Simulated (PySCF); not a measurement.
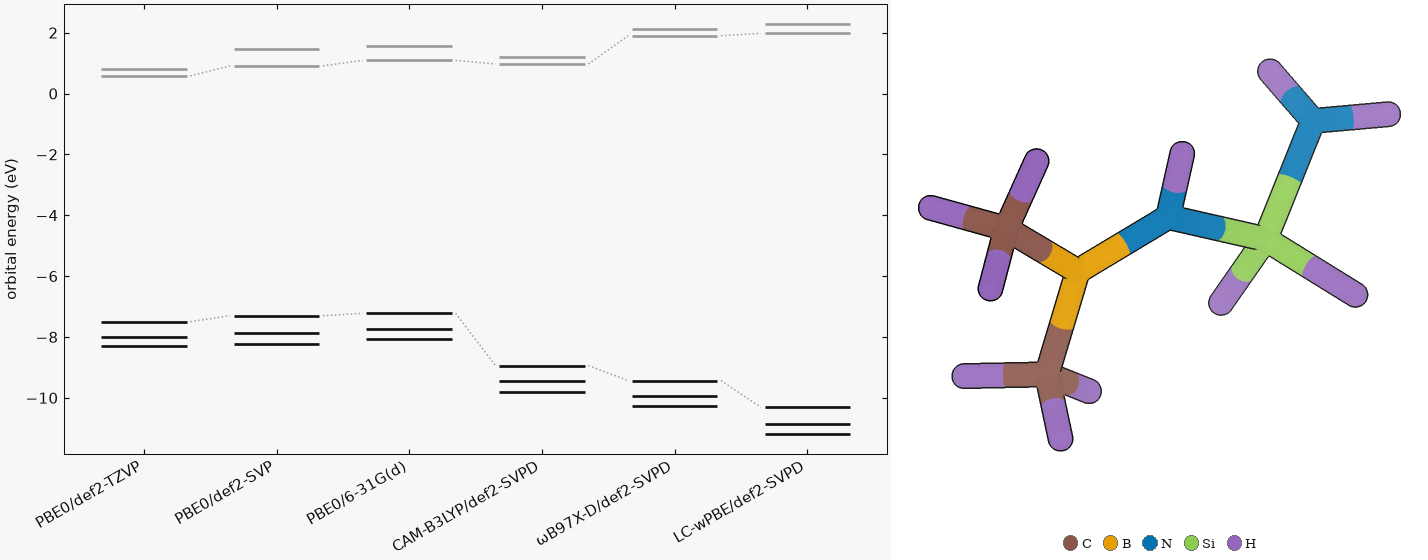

Frontier orbital energies of C₂H₁₁BN₂Si, SMILES CB(C)N[SiH2]N at one geometry, PySCF 2.14.0, at a PBE0-D3(BJ)/def2-SVP geometry (no frequency check). Empty levels are grey, levels within 0.1 eV stand side by side; all columns show the same few orbitals around the gap. Dotted lines join the HOMOs and the LUMOs.

Q: Compare the HOMO-LUMO separations.

A: The separation grows from 8.07 eV (PBE0/def2-TZVP) to 12.29 eV (LC-wPBE/def2-SVPD).

```tsv
level	HOMO (eV)	LUMO (eV)	separation (eV)
PBE0/def2-TZVP	−7.49	0.58	8.07
PBE0/def2-SVP	−7.30	0.91	8.21
PBE0/6-31G(d)	−7.22	1.09	8.31
CAM-B3LYP/def2-SVPD	−8.94	0.97	9.91
ωB97X-D/def2-SVPD	−9.43	1.90	11.33
LC-wPBE/def2-SVPD	−10.31	1.98	12.29
```

Limits of at least one run: empty levels above zero depend strongly on the basis; one conformer of a flexible molecule.
